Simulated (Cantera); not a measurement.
Charge: 1 mol SiF₄, 0.81 mol O₃, 0.28 mol H₂, 2.1 mol O₂, equilibrated at 0.120 bar.

Method: chemical equilibrium by Gibbs-energy minimisation in Cantera with the NASA 1993 tables (ideal gas, pure condensed phases). Candidate condensed phases: H₂O, Si, SiO₂; 38 gas species. The tables hold silica as quartz up to 1696 K and as liquid above; real silica turns to tridymite and cristobalite and melts near 1996 K. Rates play no part.

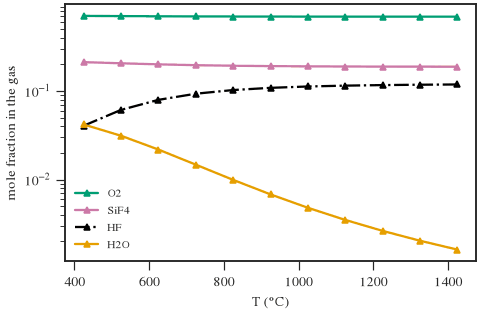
Figure: Equilibrium gas composition (values under 1e-9 drawn at 1e-9)

From 425 °C to 525 °C the condensed part is SiO₂(α-quartz). From 625 °C to 1325 °C the condensed part is SiO₂(β-quartz). At 1425 °C the condensed part is SiO₂(condensed). The main Si-bearing gas is SiF₄ throughout. The share of Si in condensed phases is highest at 1425 °C (13.6 %) and lowest at 425 °C (4.6 %).
